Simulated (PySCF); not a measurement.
# C2F2O: the cost of one run

Programs: PySCF 2.14.0, with density-fitted response routines of our own. Each step states its level of theory. These are calculated values for one molecule, in the gas phase or a continuum, unless marked as measured. Atoms count from 0, in the outputs and in this text.

## 1. The starting structure

5 atoms, charge 0, multiplicity 1; geometry from: GFN2-xTB. The atoms were then displaced at random by about 0.01 Å, so the start is not that level's minimum.

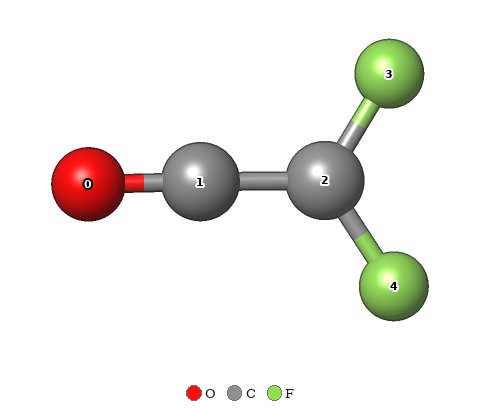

The starting geometry (oxygen red, carbon grey, fluorine green), atoms numbered.

## 2. Optimising the geometry at PBE0-D3(BJ)/def2-SVP

The job: settings as JSON, then the geometry in Å.

```
{"job": {"xc": "PBE0", "basis": "def2-SVP", "d3": "d3bj", "grid": 1, "shake": 0.01, "kind": "geom"}, "charge": 0, "multiplicity": 1}
O      1.978450    -0.014170    -0.461660
C      0.820030     0.000220    -0.208250
C     -0.463200    -0.004230     0.101870
F     -1.134340     1.111110     0.287970
F     -1.167370    -1.126900     0.242180
```

Started as:

```console
> OMP_NUM_THREADS=1 python probes_run.py task.json out
```

One launch serves the whole session: the jobs run in the order shown.

**Question.** How long does this first job take on 1 thread of Arm Neoverse N1, shared host, and how much memory does it need?

About 22 s, with a peak of 0.3 GiB.
